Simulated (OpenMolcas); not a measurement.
# Si2H5O (SMILES O[SiH][SiH3]): a chain of runs

We compute the energy (ROHF/ANO-R0), then a single-point energy (CASSCF(3,3)/ANO-R1), then an energy scan (CASPT2(3,3)/ANO-R1), then an energy scan (SC-NEVPT2(3,3)/ANO-R1), then an energy scan (MC-PDFT[tPBE](3,3)/ANO-R1) of Si2H5O. 

Program for the calculation: OpenMolcas 26.06.

## 1. The molecule

Si2H5O: 8 atoms, total charge 0, spin state doublet. SMILES: `O[SiH][SiH3]`. The coordinates come from a PBE0-D4/def2-TZVP relaxation. This is one conformer, not always the lowest.

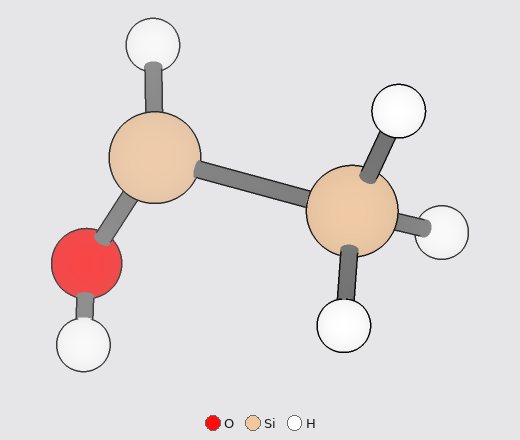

The structure, seen from a chosen angle (oxygen red, silicon light orange, hydrogen white).

## 2. The energy at ROHF/ANO-R0 (sfX2C) (run 1)

File struct.xyz:

```xyz
8

O     -0.929000     0.938400    -1.717100
Si     0.090400     1.134000    -0.425000
Si     0.314200    -0.774200     0.917600
H     -1.805900     0.598400    -1.530300
H      1.378700     1.582300    -1.024400
H      1.190000    -0.426800     2.069000
H      0.883900    -1.960400     0.216700
H     -1.030200    -1.148700     1.437600
```

File step1.inp:

```
&GATEWAY
Coord=struct.xyz
Basis=ANO-R0
Group=NoSym
&SEWARD
&SCF
UHF
Spin=2
PrOrbitals=0
&RASSCF
FileOrb=$Project.UnaOrb
Spin=2
Nactel=1 0 0
Inactive=20
Ras2=1
OutOrbitals=Canonical
OrbListing=Nothing
```

Run with:

```bash
$ export MOLCAS_MEM=1860
$ pymolcas step1.inp > step1.log
```

Output:

```text
--- Start Module: gateway ---
[...]
--- Stop Module: gateway /rc=_RC_ALL_IS_WELL_ ---
[...]
      Basis functions           28
[...]
--- Start Module: scf ---
[...]
       Convergence after  15 Iterations
[...]
::    Total SCF energy                               -656.2064102504
[...]
      Total spin, S                                     0.5038912305
[...]
--- Stop Module: scf /rc=_RC_ALL_IS_WELL_ ---
[...]
--- Start Module: rasscf ---
[...]
      Number of active orbitals                  1
[...]
      Spin quantum number                      0.5
[...]
      Active orbitals                            1
[...]
      Number of CSFs                             1
[...]
      Number of root(s) required                 1
[...]
      Convergence after 11 iterations
[...]
      printout of CI-coefficients larger than  0.05 for root  1
      energy=    -656.205189
      conf/sym  1     Coeff  Weight
             1  u   1.00000 1.00000
      Natural orbitals and occupation numbers for root  1
      sym 1:   1.000000
      ************************************************************************************************************************
      *                                                    Final results                                                     *
[...]
::    RASSCF root number  1 Total energy:   -656.20518927
[...]
      Total electronic charge=   41.000000
      Total            charge=   -0.000000
[...]
      Dipole Moment (debye):
      Origin of the operator (angstrom)=   -0.0379    0.3080   -0.1624
                   X= -2.3823E+00               Y=  9.7246E-01               Z= -7.2577E-01           Total=  2.6735E+00
      Quadrupole Moment (debye*angstrom):
[...]
--- Stop Module: rasscf /rc=_RC_ALL_IS_WELL_ ---
[...]
```

Wall time 5.7 s (1 thread of Intel Xeon Platinum 8259CL at 2.50GHz (Skylake/Cascade Lake), shared host); peak memory 0.38 GiB.

## 3. A single-point energy at CASSCF(3,3)/ANO-R1 (sfX2C, RICD fitting) (run 2)

struct.xyz is that of step 2.

File step2.input:

```
&gateway
  coord=struct.xyz
  basis=ANO-R0
  group=NoSym

&seward

&rasscf
  fileorb=$CurrDir/step1.RasOrb
  alter=2
  1 16 20
  1 22 27
  spin=2
  nactel=3 0 0
  inactive=19
  ras2=3
  orblisting=Nothing
>>> COPY $Project.RunFile RUNFIL1
>>> COPY $Project.RasOrb INPORB

&gateway
  coord=struct.xyz
  basis=ANO-R1
  group=NoSym
  ricd

&seward
>>> COPY $Project.RunFile RUNFIL2

&expbas

&rasscf
  fileorb=$Project.ExpOrb
  spin=2
  nactel=3 0 0
  inactive=19
  ras2=3
  orblisting=Nothing
  orbappear=Compact
```

Run with:

```bash
$ export MOLCAS_MEM=1860
$ pymolcas step2.input > step2.log
```

Output:

```text
[...]
      Basis functions           28
[...]
      Number of active orbitals                  3
[...]
      Spin quantum number                      0.5
[...]
      Active orbitals                            3
[...]
      Number of CSFs                             8
[...]
      Number of root(s) required                 1
[...]
      Convergence after 17 iterations
[...]
      printout of CI-coefficients larger than  0.05 for root  1
      energy=    -656.212012
      conf/sym  111     Coeff  Weight
             1  2u0   0.99593 0.99188
             8  0u2   0.08039 0.00646
      Natural orbitals and occupation numbers for root  1
      sym 1:   1.984653   1.000252   0.015095
      ************************************************************************************************************************
      *                                                    Final results                                                     *
[...]
::    RASSCF root number  1 Total energy:   -656.21201151
[...]
      Basis functions           75
[...]
      Convergence after 17 iterations
[...]
      Natural orbitals and occupation numbers for root  1
      sym 1:   1.981117   1.000291   0.018593
      ************************************************************************************************************************
      *                                                    Final results                                                     *
[...]
::    RASSCF root number  1 Total energy:   -656.94976087
[...]
      Total electronic charge=   41.000000
      Total            charge=   -0.000000
[...]
      Dipole Moment (debye):
      Origin of the operator (angstrom)=   -0.0379    0.3080   -0.1624
                   X= -8.4860E-01               Y= -2.8917E-01               Z=  7.8475E-01           Total=  1.1915E+00
      Quadrupole Moment (debye*angstrom):
[...]
```

Wall time 14 s (1 thread of Intel Xeon Platinum 8259CL at 2.50GHz (Skylake/Cascade Lake), shared host); peak memory 0.38 GiB.

## 4. An energy scan at CASPT2(3,3)/ANO-R1 (sfX2C, RICD fitting, ipea shift 0.25 Eh, pt2 variant SS) (run 3)

File step3.inp:

```
>>> EXPORT MOLCAS_PRINT=2
>>> COPY $CurrDir/step2.RasOrb $Project.RasOrb
>>> ForEach K in (1, 2, 3, 4, 5, 6, 7, 8, 9)

&gateway
  coord
  $CurrDir/point$K.xyz
  basis
  ANO-R1
  group
  NoSym
  ricd

&seward

&rasscf
  fileorb
  $Project.RasOrb
  spin
  2
  nactel
  3 0 0
  inactive
  19
  ras2
  3
  orblisting
  Nothing
  orbappear
  Compact

&caspt2
  imaginary
  0.2
  frozen
  11
>>> EndDo
```

Run with:

```bash
$ export MOLCAS_MEM=1860
$ pymolcas step3.inp > step3.log
```

Output:

```text
[...]
      Basis functions           75
[...]
      Number of active orbitals                  3
[...]
      Spin quantum number                      0.5
[...]
      Active orbitals                            3
[...]
      Number of CSFs                             8
[...]
      Number of root(s) required                 1
[...]
      Convergence after 13 iterations
[...]
      printout of CI-coefficients larger than  0.05 for root  1
      energy=    -656.939866
      conf/sym  111     Coeff  Weight
             1  2u0   0.99658 0.99316
             8  0u2   0.07728 0.00597
      Natural orbitals and occupation numbers for root  1
      sym 1:   1.986689   1.000221   0.013091
      ************************************************************************************************************************
      *                                                    Final results                                                     *
[...]
::    RASSCF root number  1 Total energy:   -656.93986642
[...]
::    CASPT2 Root  1     Total energy:   -657.30668648
[...]
      Convergence after 11 iterations
[...]
      Natural orbitals and occupation numbers for root  1
      sym 1:   1.981114   1.000291   0.018595
      ************************************************************************************************************************
      *                                                    Final results                                                     *
[...]
      Convergence after 11 iterations
[...]
      Convergence after 19 iterations
[...]
      Convergence after 12 iterations
[...]
::    RASSCF root number  1 Total energy:   -656.84279333
[...]
::    CASPT2 Root  1     Total energy:   -657.20118628
[...]
      Convergence after  9 iterations
[...]
::    RASSCF root number  1 Total energy:   -656.84307533
[...]
::    CASPT2 Root  1     Total energy:   -657.20102476
[...]
```

It took 83 s on 1 thread of Intel Xeon Platinum 8259CL at 2.50GHz (Skylake/Cascade Lake), shared host; peak memory 0.083 GiB.

The scan, from its lowest point:

```
H5–Si2 (Å)  energy (kJ/mol)
     1.341             23.6
     1.490              0.0
     1.639             14.9
     1.862             68.5
     2.160            152.5
     2.533            238.7
     2.980            296.0
     3.576            300.6
     4.470            301.0
```

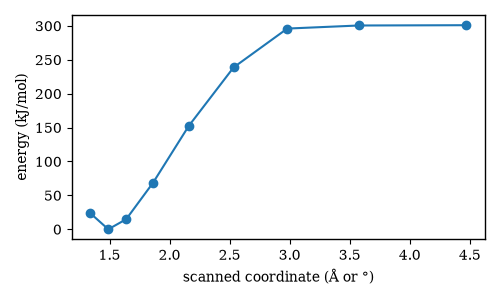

Energy along the scan.

## 5. An energy scan at SC-NEVPT2(3,3)/ANO-R1 (sfX2C, RICD fitting, pt2 variant SC-NEVPT2) (run 4)

File step4.input:

```
>>> COPY $CurrDir/step2.RasOrb $Project.RasOrb
>>> ForEach K in (1, 2, 3, 4, 5, 6, 7, 8, 9)

&GATEWAY
  Coord = $CurrDir/point$K.xyz
  Basis = ANO-R1
  Group = NoSym
  RICD

&SEWARD

&RASSCF
  FileOrb = $Project.RasOrb
  Spin = 2
  Nactel = 3 0 0
  Inactive = 19
  Ras2 = 3
  OrbListing = Nothing
  OrbAppear = Compact

&CASPT2
  SC-NEVPT2
  Frozen = 11
>>> EndDo
```

Run with:

```bash
$ export MOLCAS_MEM=1860
$ pymolcas step4.input > step4.log
```

Output:

```text
[...]
      Basis functions           75
[...]
      Number of active orbitals                  3
[...]
      Spin quantum number                      0.5
[...]
      Active orbitals                            3
[...]
      Number of CSFs                             8
[...]
      Number of root(s) required                 1
[...]
      Convergence after 13 iterations
[...]
      printout of CI-coefficients larger than  0.05 for root  1
      energy=    -656.939866
      conf/sym  111     Coeff  Weight
             1  2u0   0.99658 0.99316
             8  0u2   0.07728 0.00597
      Natural orbitals and occupation numbers for root  1
      sym 1:   1.986689   1.000221   0.013091
      ************************************************************************************************************************
      *                                                    Final results                                                     *
[...]
::    RASSCF root number  1 Total energy:   -656.93986642
[...]
::    SC-NEVPT2 Root  1     Total energy:   -657.29992956
[...]
      Convergence after 11 iterations
[...]
      Natural orbitals and occupation numbers for root  1
      sym 1:   1.981114   1.000291   0.018595
      ************************************************************************************************************************
      *                                                    Final results                                                     *
[...]
      Convergence after 11 iterations
[...]
      Convergence after 19 iterations
[...]
      Convergence after 12 iterations
[...]
::    RASSCF root number  1 Total energy:   -656.84279333
[...]
::    SC-NEVPT2 Root  1     Total energy:   -657.19641260
[...]
      Convergence after  9 iterations
[...]
::    RASSCF root number  1 Total energy:   -656.84307533
[...]
::    SC-NEVPT2 Root  1     Total energy:   -657.19628799
[...]
```

Wall time 84 s (1 thread of Intel Xeon Platinum 8259CL at 2.50GHz (Skylake/Cascade Lake), shared host); peak memory 0.083 GiB.

The scan, from its lowest point:

```
H5–Si2 (Å)  energy (kJ/mol)
     1.341             25.5
     1.490              0.0
     1.639             13.3
     1.862             65.2
     2.160            147.4
     2.533            232.1
     2.980            292.5
     3.576            297.3
     4.470            297.6
```

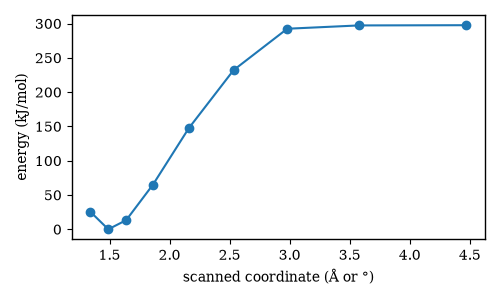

Energy along the scan.

## 6. An energy scan at MC-PDFT[tPBE](3,3)/ANO-R1 (sfX2C, RICD fitting) (run 5)

File step5.input:

```
>>> COPY $CurrDir/step2.RasOrb $Project.RasOrb
>>> ForEach K in (1, 2, 3, 4, 5, 6, 7, 8, 9)
&gateway
coord=$CurrDir/point$K.xyz
basis=ANO-R1
group=NoSym
ricd
&seward
&rasscf
fileorb=$Project.RasOrb
spin=2
nactel=3 0 0
inactive=19
ras2=3
orblisting=Nothing
orbappear=Compact
&mcpdft
ksdft=T:PBE
>>> EndDo
```

Run with:

```bash
$ export MOLCAS_MEM=1860
$ pymolcas step5.input > step5.log
```

Output:

```text
[...]
      Basis functions           75
[...]
      Number of active orbitals                  3
[...]
      Spin quantum number                      0.5
[...]
      Active orbitals                            3
[...]
      Number of CSFs                             8
[...]
      Number of root(s) required                 1
[...]
      Convergence after 13 iterations
[...]
      printout of CI-coefficients larger than  0.05 for root  1
      energy=    -656.939866
      conf/sym  111     Coeff  Weight
             1  2u0   0.99658 0.99316
             8  0u2   0.07728 0.00597
      Natural orbitals and occupation numbers for root  1
      sym 1:   1.986689   1.000221   0.013091
      ************************************************************************************************************************
      *                                                    Final results                                                     *
[...]
::    RASSCF root number  1 Total energy:   -656.93986642
[...]
::    MCPDFT root number  1 Total energy:   -658.08505042
[...]
      Convergence after 11 iterations
[...]
      Natural orbitals and occupation numbers for root  1
      sym 1:   1.981114   1.000291   0.018595
      ************************************************************************************************************************
      *                                                    Final results                                                     *
[...]
      Convergence after 11 iterations
[...]
      Convergence after 19 iterations
[...]
      Convergence after 12 iterations
[...]
::    RASSCF root number  1 Total energy:   -656.84279333
[...]
::    MCPDFT root number  1 Total energy:   -657.98169893
[...]
      Convergence after  9 iterations
[...]
::    RASSCF root number  1 Total energy:   -656.84307533
[...]
::    MCPDFT root number  1 Total energy:   -657.98205102
[...]
```

It took 1.7 min on 1 thread of Intel Xeon Platinum 8259CL at 2.50GHz (Skylake/Cascade Lake), shared host; peak memory 0.083 GiB.

The scan, from its lowest point:

```
H5–Si2 (Å)  energy (kJ/mol)
     1.341             25.7
     1.490              0.0
     1.639             12.7
     1.862             63.9
     2.160            146.7
     2.533            235.0
     2.980            294.8
     3.576            297.1
     4.470            296.2
```

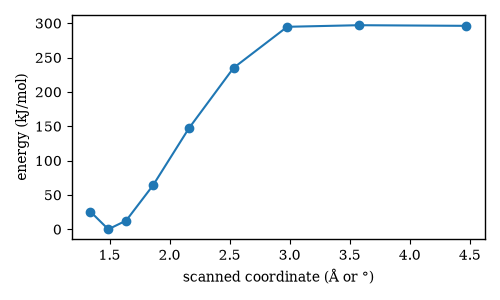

Energy along the scan.

## 7. Outcome

| quantity | value |
| --- | --- |
| run 1, ROHF/ANO-R0: total energy | -656.20519 Eh |
| run 1, ROHF/ANO-R0: dipole moment | 2.67 D |
| run 2, CASSCF(3,3)/ANO-R1: total energy | -656.94976 Eh |
| run 2, CASSCF(3,3)/ANO-R1: dipole moment (CASSCF density) | 1.19 D |
| run 3, CASPT2(3,3)/ANO-R1: lowest energy of the scan | -657.31567 Eh |
| run 4, SC-NEVPT2(3,3)/ANO-R1: lowest energy of the scan | -657.30964 Eh |
| run 5, MC-PDFT[tPBE](3,3)/ANO-R1: lowest energy of the scan | -658.09485 Eh |

**Reading.** Mulliken charges (run 1, ROHF/ANO-R0) run from -0.51 on O1 to +0.41 on Si2; they depend strongly on the basis. The run (run 3, CASPT2(3,3)/ANO-R1) may have ended on a state above the lowest. The run (run 4, SC-NEVPT2(3,3)/ANO-R1) may have ended on a state above the lowest. The run (run 5, MC-PDFT[tPBE](3,3)/ANO-R1) may have ended on a state above the lowest.
